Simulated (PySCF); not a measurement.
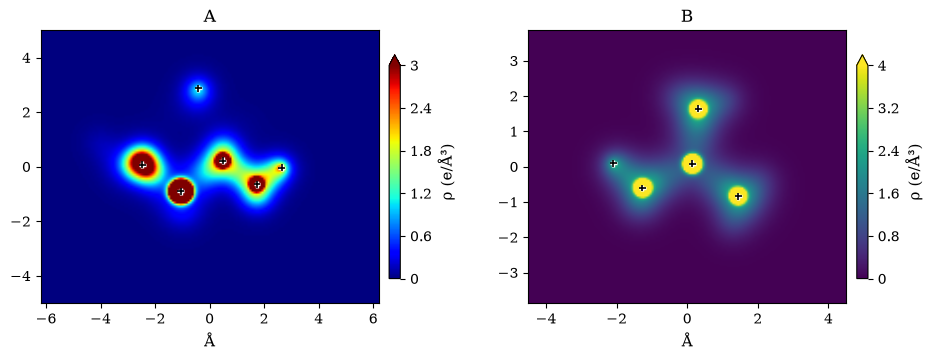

The electron density of 2 systems, each on a plane through atoms (crosses mark nuclei in the plane).

Theory: CAM-B3LYP/def2-SVPD, SCF density, gas phase (PySCF).

System 1: C3H8B2F2 (SMILES CB(C)CB(F)F), the plane of atoms B2, C1 and H10. Geometry: GFN2-xTB.

```
atom    x (Å)    y (Å)    z (Å)
   C  -0.8244   1.5420   0.4308
   B  -0.4533   0.0864  -0.0391
   C  -1.2356  -1.1790   0.4722
   C   0.7590  -0.1120  -1.0571
   B   2.0539  -0.3890  -0.2226
   F   2.8453   0.5697   0.2280
   F   2.4375  -1.5985   0.1480
   H  -0.9936   2.2120  -0.4105
   H   0.0144   1.9703   0.9798
   H  -1.6983   1.5927   1.0753
   H  -0.6412  -2.0892   0.4465
   H  -1.6360  -1.0599   1.4765
   H  -2.0954  -1.3514  -0.1766
   H   0.5614  -0.9636  -1.7057
   H   0.9020   0.7775  -1.6675
```

System 2: C5H13NSi (SMILES C=N[SiH2][C@H](C)CC), the plane of atoms Si3, C4 and C5. Geometry: GFN2-xTB.

```yaml
atoms:
  - { symbol: C, position_ang: [2.1683, 2.2428, 0.6289] }
  - { symbol: N, position_ang: [1.3922, 1.5933, -0.0999] }
  - { symbol: Si, position_ang: [1.3351, -0.0473, -0.6273] }
  - { symbol: C, position_ang: [-0.1883, -0.8903, 0.1643] }
  - { symbol: C, position_ang: [-0.1885, -2.3683, -0.2224] }
  - { symbol: C, position_ang: [-1.5241, -0.2612, -0.2380] }
  - { symbol: C, position_ang: [-1.7363, 1.1319, 0.3382] }
  - { symbol: H, position_ang: [1.9656, 3.2946, 0.8189] }
  - { symbol: H, position_ang: [3.0655, 1.8381, 1.1063] }
  - { symbol: H, position_ang: [1.1671, 0.0989, -2.0735] }
  - { symbol: H, position_ang: [2.5201, -0.8662, -0.3208] }
  - { symbol: H, position_ang: [-0.1095, -0.8327, 1.2561] }
  - { symbol: H, position_ang: [0.7289, -2.8600, 0.0929] }
  - { symbol: H, position_ang: [-1.0274, -2.8893, 0.2395] }
  - { symbol: H, position_ang: [-0.2788, -2.4778, -1.3013] }
  - { symbol: H, position_ang: [-2.3340, -0.9117, 0.1101] }
  - { symbol: H, position_ang: [-1.5895, -0.2176, -1.3277] }
  - { symbol: H, position_ang: [-1.6971, 1.1033, 1.4256] }
  - { symbol: H, position_ang: [-0.9657, 1.8104, -0.0148] }
  - { symbol: H, position_ang: [-2.7087, 1.5198, 0.0419] }
```

**Match each panel to its system.**

Panel A is system 2, C5H13NSi: the plane holds N, Si, C and H. C–C (1.53 Å): ρ is about 1.6 e/Å³ halfway. Panel B is system 1, C3H8B2F2: the plane holds C, B and H. C–B (1.57 Å): ρ at the midpoint is about 1.4 e/Å³.
